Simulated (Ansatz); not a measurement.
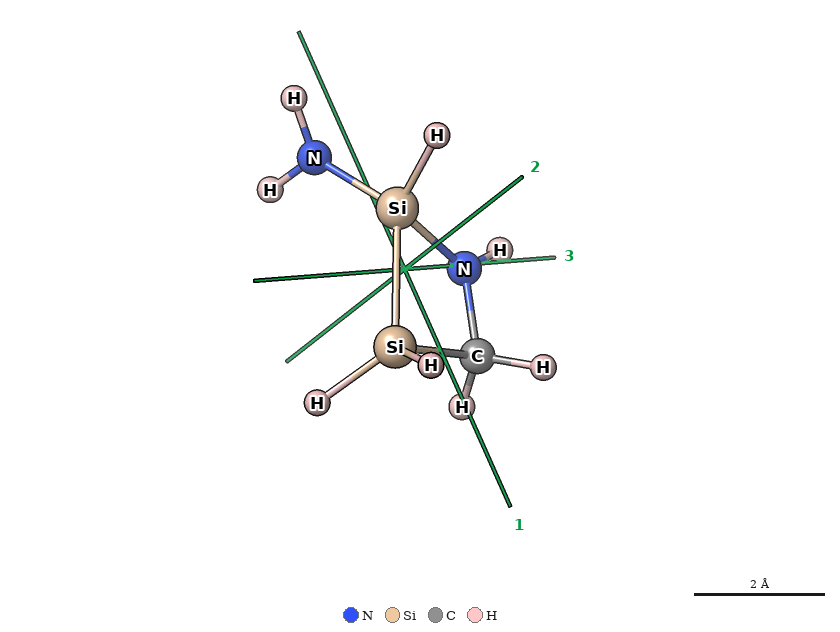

The three principal axes of inertia are drawn and numbered. Atoms fade into the background with distance from the viewer. Computed geometry: PBE0-D4/def2-TZVP optimisation. No frequency run is at hand to confirm it as a minimum. Masses are those of the most abundant isotopes; constants are for the rigid equilibrium geometry.

Q: Which line is the a axis (least moment of inertia), which b and which c?

A: a is line 1, b is line 3, c is line 2; the moments are 94.9, 216, 272 u Å².

Q: What kind of rotor is it, and what are its rotational constants in GHz?

A: An asymmetric top (C1): A = 5.33, B = 2.34, C = 1.86 GHz. Ray's parameter κ is −0.72, nearer the prolate limit.
